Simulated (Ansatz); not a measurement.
```xyz
13

C     0.3662   -1.3561    1.3252
C    -1.7815    0.8004   -0.6279
Ga    1.0426    0.5701   -0.6647
O     1.3193   -0.7249    0.5225
O     2.4629    1.2392   -1.4756
O    -0.5394    1.2377   -1.0944
H     0.8416   -2.2074    1.8417
H    -0.4900   -1.7598    0.7523
H    -0.0426   -0.6878    2.1069
H     3.2783    0.8242   -1.1747
H    -2.5565    1.5068   -0.9700
H    -2.0561   -0.1985   -1.0171
H    -1.8448    0.7562    0.4758
```

Geometry: PBE0-D4/def2-SVP.

Computed with isolated molecule in a Gaussian basis; Kohn-Sham density functional theory, functional PBE0 (Ansatz 0.2.0).

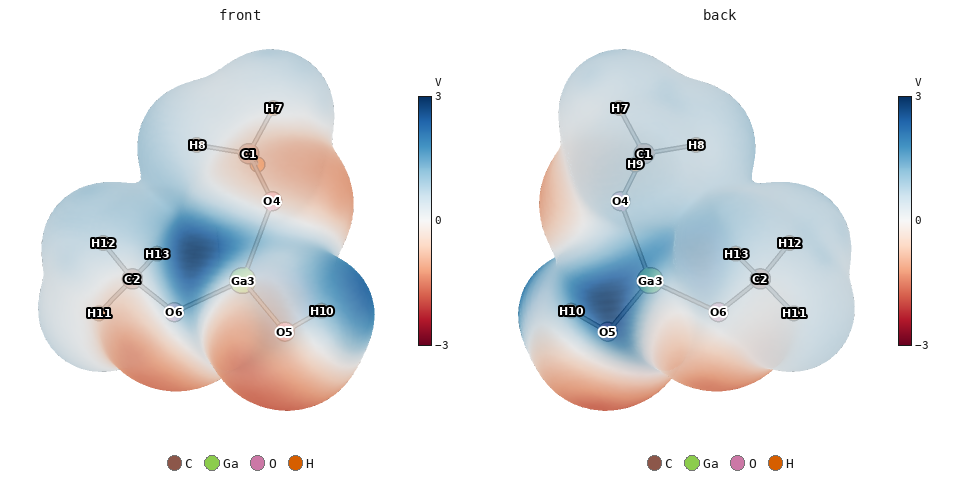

C2H7GaO3. The electrostatic potential painted on the density surface at 0.002 e/bohr³, seen from the front and from behind; the colour scale runs from red (negative) to blue (positive).

Question: Where is the surface potential most negative and most positive?

Answer: The most negative region (about −1.6 V) lies over O5, the most positive (about +2.8 V) over Ga3. O5 is the likeliest acceptor of a hydrogen bond.
